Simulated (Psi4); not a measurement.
## Single-point calculation, with input and output: CH₃Cl

System: CH₃Cl, SMILES CCl.
Method: OMP2/cc-pVDZ-DK, RHF, DKH2 (Psi4 1.11).

The geometry comes from this level: PBE0-D4/def2-TZVP.

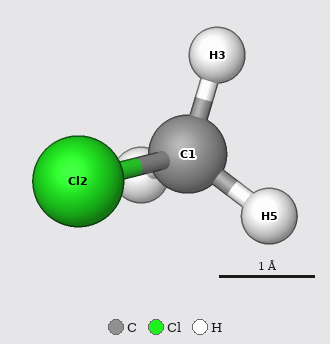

*The structure as given in the input (ball-and-stick view, seen at a tilt; atoms are numbered from 1 in the order of the input).*

### The input (calc.py)
```python
import psi4

psi4.set_memory('1600 MB')
psi4.set_num_threads(1)
psi4.set_output_file('output.dat', False)

mol = psi4.geometry("""
0 1
C
Cl 1 1.77297
H 1 1.087452 2 108.65498
H 1 1.087548 3 110.28018 2 118.98597
H 1 1.087527 3 110.28189 4 122.03188
no_reorient
no_com
""")

psi4.set_options({
    'basis': 'cc-pVDZ-DK',
    'mp2_type': 'conv',
    'relativistic': 'dkh',
    'dkh_order': 2,
})

e, wfn = psi4.energy("omp2", molecule=mol, return_wfn=True)
print(f'omp2 energy: {e:.10f} Eh')
```

Run on 1 thread of Intel Xeon (Sapphire Rapids), 16 GiB of memory available, shared host.

Run as:
```bash
python calc.py
```

### Output
```
Psi4 1.11 release

Relativistic analytic gradients are not implemented yet, re-routing to finite differences.

   => Loading Basis Set <=

    Name: CC-PVDZ-DK
    Role: ORBITAL
    Keyword: BASIS

         ---------------------------------------------------------
                                   SCF
                              RHF Reference
                        1 Threads,   1525 MiB Core
         ---------------------------------------------------------

  ==> Geometry <==

    Molecular point group: c1
    Full point group: C1

    Geometry (in Angstrom), charge = 0, multiplicity = 1:

       Center              X                  Y                   Z               Mass
    ------------   -----------------  -----------------  -----------------  -----------------
         C           -0.000000118621     0.000004767681    -1.219130981009    12.000000000000
         CL          -0.000000118621     0.000004767681     0.553839018991    34.968852682000
         H           -0.000000118621     1.030324112378    -1.566972755739     1.007825032230
         H           -0.892346731335    -0.515274092177    -1.566932464135     1.007825032230
         H            0.892352378172    -0.515272214022    -1.566854476511     1.007825032230

  Running in c1 symmetry.

  Rotational constants: A =      5.25147  B =      0.44846  C =      0.44846 [cm^-1]
  Rotational constants: A = 157435.01876  B =  13444.50098  C =  13444.49888 [MHz]
  Nuclear repulsion =   51.538279347123733

  Charge       = 0
  Multiplicity = 1
  Electrons    = 26
  Nalpha       = 13
  Nbeta        = 13

  ==> Algorithm <==

  SCF Algorithm Type is PK.
  DIIS enabled.
  MOM disabled.
  Fractional occupation disabled.
  Guess Type is SAD.
  Energy threshold   = 1.00e-08
  Density threshold  = 1.00e-08
  Integral threshold = 1.00e-12

  ==> Primary Basis <==

  Basis Set: CC-PVDZ-DK
    Blend: CC-PVDZ-DK
    Number of shells: 23
    Number of basis functions: 47
    Number of Cartesian functions: 49
    Spherical Harmonics?: true
    Max angular momentum: 2

   => Loading Basis Set <=

    Name: (CC-PVDZ-DK AUX)
    Role: DECON
    Keyword: BASIS_RELATIVISTIC

  ==> Integral Setup <==

  Using in-core PK algorithm.
   Calculation information:
      Number of atoms:                   5
      Number of AO shells:              23
      Number of primitives:             87
      Number of atomic orbitals:        49
      Number of basis functions:        47

      Integral cutoff                 1.00e-12
      Number of threads:                 1

  Performing in-core PK
  Using 1273512 doubles for integral storage.
  We computed 38226 shell quartets total.
  Whereas there are 38226 unique shell quartets.

  ==> DiskJK: Disk-Based J/K Matrices <==

    J tasked:                  Yes
    K tasked:                  Yes
    wK tasked:                  No
    Memory [MiB]:             1144
    Schwarz Cutoff:          1E-12

    Computing 2-order Douglas-Kroll-Hess integrals.
    Adding Douglas-Kroll-Hess corrections to the potential integrals.
  Minimum eigenvalue in the overlap matrix is 1.6359248837E-02.
  Reciprocal condition number of the overlap matrix is 3.5225540699E-03.
    Using symmetric orthogonalization.

  ==> Pre-Iterations <==

  SCF Guess: Superposition of Atomic Densities via on-the-fly atomic UHF (no occupation information).

   -------------------------
    Irrep   Nso     Nmo
   -------------------------
     A         47      47
   -------------------------
    Total      47      47
   -------------------------

  ==> Iterations <==

                        Total Energy        Delta E     RMS |[F,P]|

   @RHF iter SAD:  -500.15622530770389   -5.00156e+02   0.00000e+00
   @RHF iter   1:  -500.51562148189817   -3.59396e-01   3.82598e-03 DIIS/ADIIS
   @RHF iter   2:  -500.53847068073725   -2.28492e-02   1.02326e-03 DIIS/ADIIS
   @RHF iter   3:  -500.54021379765732   -1.74312e-03   3.27244e-04 DIIS/ADIIS
   @RHF iter   4:  -500.54042461001694   -2.10812e-04   9.49345e-05 DIIS
   @RHF iter   5:  -500.54043663165527   -1.20216e-05   1.28077e-05 DIIS
   @RHF iter   6:  -500.54043699247796   -3.60823e-07   2.32443e-06 DIIS
   @RHF iter   7:  -500.54043700324434   -1.07664e-08   6.25722e-07 DIIS
   @RHF iter   8:  -500.54043700436273   -1.11839e-09   1.68462e-07 DIIS
   @RHF iter   9:  -500.54043700447119   -1.08457e-10   1.74566e-08 DIIS
   @RHF iter  10:  -500.54043700447198   -7.95808e-13   1.61461e-09 DIIS
  Energy and wave function converged.

  ==> Post-Iterations <==

    Orbital Energies [Eh]
    ---------------------

    Doubly Occupied:

       1A   -105.191311     2A    -11.299907     3A    -10.610157
       4A     -8.012494     5A     -8.009067     6A     -8.009067
       7A     -1.133326     8A     -0.915029     9A     -0.616235
      10A     -0.616202    11A     -0.543948    12A     -0.431357
      13A     -0.431350

    Virtual:

      14A      0.170321    15A      0.228977    16A      0.243491
      17A      0.243499    18A      0.585398    19A      0.585411
      20A      0.588721    21A      0.725170    22A      0.782705
      23A      0.782705    24A      0.846408    25A      0.846438
      26A      0.860334    27A      0.934644    28A      0.934668
      29A      0.978446    30A      1.008260    31A      1.008263
      32A      1.253412    33A      1.353240    34A      1.353270
      35A      1.500439    36A      1.645224    37A      1.854258
      38A      1.854273    39A      1.944328    40A      2.001150
      41A      2.001232    42A      2.176341    43A      2.409073
      44A      2.409082    45A      2.732529    46A      2.757328
      47A      2.757430

    Final Occupation by Irrep:
              A
    DOCC [    13 ]
    NA   [    13 ]
    NB   [    13 ]

  @RHF Final Energy:  -500.54043700447198

   => Energetics <=

    Nuclear Repulsion Energy =             51.5382793471237335
    One-Electron Energy =                -792.5185310496713100
    Two-Electron Energy =                 240.4398146980755371
    Total Energy =                       -500.5404370044719826

Computation Completed

Properties will be evaluated at   0.000000,   0.000000,   0.000000 [a0]

Properties computed using the SCF density matrix

 Multipole Moments:

 ------------------------------------------------------------------------------------
     Multipole            Electronic (a.u.)      Nuclear  (a.u.)        Total (a.u.)
 ------------------------------------------------------------------------------------

 L = 1.  Multiply by 2.5417464519 to convert [e a0] to [Debye]
 Dipole X            :          0.0000007            0.0000053            0.0000060
 Dipole Y            :          0.0001987           -0.0002127           -0.0000140
 Dipole Z            :          4.0761705           -4.9138213           -0.8376508
 Magnitude           :                                                    0.8376508

 ------------------------------------------------------------------------------------

	total time  =          1 seconds =       0.02 minutes
   => Loading Basis Set <=

    Name: (CC-PVDZ-DK AUX)
    Role: DECON
    Keyword: BASIS_RELATIVISTIC

 MINTS: Wrapper to libmints.

   Calculation information:
      Number of threads:                 1
      Number of atoms:                   5
      Number of AO shells:              23
      Number of SO shells:              23
      Number of primitives:             87
      Number of atomic orbitals:        49
      Number of basis functions:        47

      Number of irreps:                  1
      Integral cutoff                 1.00e-12
      Number of functions per irrep: [  47 ]

 OEINTS: Overlap, kinetic, potential, dipole, and quadrupole integrals
         stored in file 35.

      Computing two-electron integrals...done
      Computed 478606 non-zero two-electron integrals.
        Stored in file 33.

  Module OCC Options:
  ----------------------------------------------------------------------------
  ACTIVE                        => (empty)
  BASIS_RELATIVISTIC            => (empty)
  BENCH                         => (empty)
  CACHELEVEL                    => (empty)
  CCL_ENERGY                    => (empty)
  CC_MAXITER                    => (empty)
  CC_TYPE                       => (empty)
  CEPA_OS_SCALE                 => (empty)
  CEPA_SOS_SCALE                => (empty)
  CEPA_SS_SCALE                 => (empty)
  CEPA_TYPE                     => (empty)
  CI_TYPE                       => (empty)
  CUBEPROP_BASIS_FUNCTIONS      => (empty)
  CUBEPROP_FILEPATH             => (empty)
  CUBEPROP_ISOCONTOUR_THRESHOLD => (empty)
  CUBEPROP_ORBITALS             => (empty)
  CUBEPROP_TASKS                => (empty)
  CUBIC_BASIS_TOLERANCE         => (empty)
  CUBIC_BLOCK_MAX_POINTS        => (empty)
  CUBIC_GRID_OVERAGE            => (empty)
  CUBIC_GRID_SPACING            => (empty)
  CUTOFF                        => (empty)
  DDX                           => (empty)
  DEBUG                         => (empty)
  DERTYPE                       => (empty)
  DF_BASIS_CC                   => (empty)
  DIE_IF_NOT_CONVERGED          => (empty)
  DIIS_MAX_VECS                 => (empty)
  DIIS_MIN_VECS                 => (empty)
  DKH_ORDER                     => 2               !
  DOCC                          => (empty)
  DO_DIIS                       => (empty)
  DO_LEVEL_SHIFT                => (empty)
  DO_SCS                        => (empty)
  DO_SOS                        => (empty)
  E3_SCALE                      => (empty)
  EA_POLES                      => (empty)
  EKT_EA                        => (empty)
  EKT_IP                        => (empty)
  EP_EA_POLES                   => (empty)
  EP_IP_POLES                   => (empty)
  EP_MAXITER                    => (empty)
  EXTERNAL_POTENTIAL_SYMMETRY   => (empty)
  E_CONVERGENCE                 => 1e-06           !
  FREEZE_CORE                   => (empty)
  FREEZE_CORE_POLICY            => (empty)
  FROZEN_DOCC                   => (empty)
  FROZEN_UOCC                   => (empty)
  INTEGRAL_PACKAGE              => (empty)
  IP_POLES                      => (empty)
  LEVEL_SHIFT                   => (empty)
  LITERAL_CFOUR                 => (empty)
  LS_THC_BASIS_TOLERANCE        => (empty)
  LS_THC_DF                     => (empty)
  LS_THC_PRUNING_SCHEME         => (empty)
  LS_THC_RADIAL_POINTS          => (empty)
  LS_THC_SPHERICAL_POINTS       => (empty)
  LS_THC_S_EPSILON              => (empty)
  LS_THC_WEIGHTS_TOLERANCE      => (empty)
  MAT_NUM_COLUMN_PRINT          => (empty)
  MAX_MOGRAD_CONVERGENCE        => (empty)
  MAX_RADIAL_MOMENT             => (empty)
  MBIS_D_CONVERGENCE            => (empty)
  MBIS_MAXITER                  => (empty)
  MBIS_PRUNING_SCHEME           => (empty)
  MBIS_RADIAL_POINTS            => (empty)
  MBIS_SPHERICAL_POINTS         => (empty)
  MOGRAD_DAMPING                => (empty)
  MOLDEN_WITH_VIRTUAL           => (empty)
  MO_MAXITER                    => (empty)
  MO_READ                       => (empty)
  MO_STEP_MAX                   => (empty)
  MO_WRITE                      => (empty)
  MP2_OS_SCALE                  => (empty)
  MP2_SOS_SCALE                 => (empty)
  MP2_SOS_SCALE2                => (empty)
  MP2_SS_SCALE                  => (empty)
  MP2_TYPE                      => CONV            !
  MP_TYPE                       => (empty)
  NAT_ORBS                      => (empty)
  NUM_FROZEN_DOCC               => (empty)
  NUM_FROZEN_UOCC               => (empty)
  NUM_GPUS                      => (empty)
  OCC_ORBS_PRINT                => (empty)
  OEPROP                        => (empty)
  OPT_METHOD                    => (empty)
  ORBITAL_OPTIMIZER_PACKAGE     => (empty)
  ORB_OPT                       => TRUE            !
  ORB_RESP_SOLVER               => (empty)
  ORTH_TYPE                     => (empty)
  OS_SCALE                      => (empty)
  PARENT_SYMMETRY               => (empty)
  PCG_BETA_TYPE                 => (empty)
  PCG_CONVERGENCE               => (empty)
  PCG_MAXITER                   => (empty)
  PCM                           => (empty)
  PE                            => (empty)
  PRINT                         => (empty)
  PRINT_NOONS                   => (empty)
  PROPERTIES                    => (empty)
  PROPERTIES_ORIGIN             => (empty)
  PUREAM                        => (empty)
  QC_MODULE                     => (empty)
  RAS1                          => (empty)
  RAS2                          => (empty)
  RAS3                          => (empty)
  RAS4                          => (empty)
  RELATIVISTIC                  => DKH             !
  RELAXED                       => (empty)
  REMP_A                        => (empty)
  RESTRICTED_DOCC               => (empty)
  RESTRICTED_UOCC               => (empty)
  RMS_MOGRAD_CONVERGENCE        => (empty)
  R_CONVERGENCE                 => (empty)
  SCF_TYPE                      => (empty)
  SCREENING                     => (empty)
  SCS_TYPE                      => (empty)
  SOCC                          => (empty)
  SOS_TYPE                      => (empty)
  SPIN_SCALE_TYPE               => NONE            !
  SS_SCALE                      => (empty)
  SYMMETRIZE                    => (empty)
  TPDM_ABCD_TYPE                => (empty)
  WFN                           => (empty)
  WFN_TYPE                      => OMP2            !
  WRITER_FILE_LABEL             => (empty)
  ZORA_BASIS_TOLERANCE          => (empty)
  ZORA_NR_DEBUG                 => (empty)
  ZORA_PRUNING_SCHEME           => (empty)
  ZORA_RADIAL_POINTS            => (empty)
  ZORA_SPHERICAL_POINTS         => (empty)

 ==============================================================================
 ==============================================================================
 ==============================================================================

                             OMP2 (OO-MP2)

 ==============================================================================
 ==============================================================================
 ==============================================================================

	For this energy convergence, default RMS orbital gradient is:     3.16e-07
	For this energy convergence, default MAX orbital gradient is:     2.00e-06
	MO spaces per irreps...

	IRREP   FC    OCC   VIR  FV
	==============================
	   A     0    13    34    0
	==============================

	Memory is   1600 MB
	Cost of iabc is      0 MB
	Cost of abcd is      8 MB
	Switching to the incore algorithm for iabc..
	Switching to the incore algorithm for abcd..

	Computing MP2 energy using SCF MOs (Canonical MP2)...
	==============================================================================
	Nuclear Repulsion Energy (a.u.)    :    51.53827934712373
	SCF Energy (a.u.)                  :  -500.54043700447198
	REF Energy (a.u.)                  :  -500.54043700447232
	Alpha-Alpha Contribution (a.u.)    :    -0.03520573408320
	Alpha-Beta Contribution (a.u.)     :    -0.22376555999137
	Beta-Beta Contribution (a.u.)      :    -0.03520573408320
	Scaled_SS Correlation Energy (a.u.):    -0.02347048938880
	Scaled_OS Correlation Energy (a.u.):    -0.26851867198965
	SCS-MP2 Total Energy (a.u.)        :  -500.83242616585079
	SOS-MP2 Total Energy (a.u.)        :  -500.83133223246108
	SCSN-MP2 Total Energy (a.u.)       :  -500.66436118844524
	SCS-MP2-VDW Total Energy (a.u.)    :  -500.86206265534446
	SOS-PI-MP2 Total Energy (a.u.)     :  -500.85370878846027
	MP2 Correlation Energy (a.u.)      :    -0.29417702815777
	MP2 Total Energy (a.u.)            :  -500.83461403263010
	==============================================================================

	Number of independent-pairs: 442

 ==============================================================================
 ================ Performing OMP2 iterations... ===============================
 ==============================================================================
	            Minimizing MP2-L Functional
	            ---------------------------
 Iter       E_total           DE           RMS MO Grad      MAX MO Grad      RMS T2
 ----    ---------------    ----------     -----------      -----------     ----------
   1     -500.8361302907     -1.52e-03       8.69e-04         5.38e-03        9.76e-06
   2     -500.8363058095     -1.76e-04       4.39e-04         3.72e-03        2.02e-06
   3     -500.8363754384     -6.96e-05       1.77e-04         1.18e-03        1.67e-06
   4     -500.8362638553      1.12e-04       2.03e-05         1.87e-04        3.29e-07
   5     -500.8363566132     -9.28e-05       2.29e-05         1.83e-04        4.91e-08
   6     -500.8363383244      1.83e-05       2.66e-06         1.73e-05        3.49e-08
   7     -500.8363464959     -8.17e-06       2.39e-06         2.13e-05        4.35e-09
   8     -500.8363469303     -4.34e-07       5.44e-07         3.95e-06        2.27e-09
   9     -500.8363474043     -4.74e-07       3.31e-07         2.31e-06        3.45e-10
  10     -500.8363475165     -1.12e-07       8.41e-08         5.70e-07        3.07e-10

 ==============================================================================
 ======================== OMP2 ITERATIONS ARE CONVERGED =======================
 ==============================================================================

	Computing MP2 energy using optimized MOs...
	==============================================================================
	Nuclear Repulsion Energy (a.u.)    :    51.53827934712373
	SCF Energy (a.u.)                  :  -500.54043700447198
	REF Energy (a.u.)                  :  -500.53864452096116
	Alpha-Alpha Contribution (a.u.)    :    -0.03581074213602
	Alpha-Beta Contribution (a.u.)     :    -0.22608163677575
	Beta-Beta Contribution (a.u.)      :    -0.03581074213602
	Scaled_SS Correlation Energy (a.u.):    -0.02387382809068
	Scaled_OS Correlation Energy (a.u.):    -0.27129796413090
	SCS-MP2 Total Energy (a.u.)        :  -500.83381631318275
	SOS-MP2 Total Energy (a.u.)        :  -500.80994248509205
	SCSN-MP2 Total Energy (a.u.)       :  -500.66469833327994
	SCS-MP2-VDW Total Energy (a.u.)    :  -500.86383975817017
	SOS-PI-MP2 Total Energy (a.u.)     :  -500.85515881244720
	MP2 Correlation Energy (a.u.)      :    -0.29770312104779
	MP2 Total Energy (a.u.)            :  -500.83634764200895
	==============================================================================

	==============================================================================
	================ OMP2 FINAL RESULTS ==========================================
	==============================================================================
	Nuclear Repulsion Energy (a.u.)    :    51.53827934712373
	SCF Energy (a.u.)                  :  -500.54043700447198
	REF Energy (a.u.)                  :  -500.53864452096116
	SCS-OMP2 Total Energy (a.u.)       :  -500.83381631318275
	SOS-OMP2 Total Energy (a.u.)       :  -500.80994248509205
	OMP2 Correlation Energy (a.u.)     :    -0.29591051205449
	Eomp2 - Eref (a.u.)                :    -0.29770299556532
	OMP2 Total Energy (a.u.)           :  -500.83634751652647
	==============================================================================

	total time  =          2 seconds =       0.03 minutes
```

### Standard output
```
omp2 energy: -500.8363475165 Eh
```

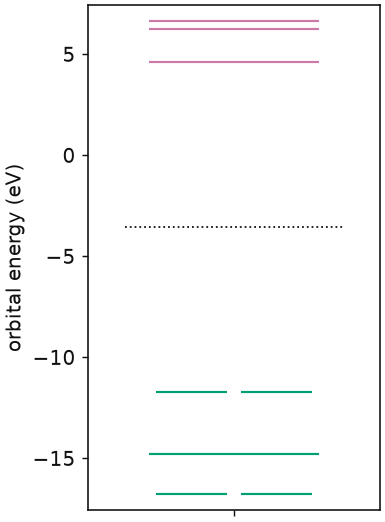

*Orbital energies near the frontier (SCF reference); the dotted line parts filled from empty levels, and levels within 0.02 eV of each other stand side by side.*

Highest filled −11.74 eV, lowest empty 4.63 eV, 16.37 eV apart.

### Key numbers

```csv
quantity,value
outcome,converged
total energy,−500.836348 hartree
SCF energy,−500.540437 hartree
MP2 energy,−500.834614 hartree
correlation energy,−0.295911 hartree
basis functions,47
HOMO of the SCF reference,−11.74 eV
LUMO of the SCF reference,4.63 eV
wall time,4.5 s
peak memory,0.3 GiB
```
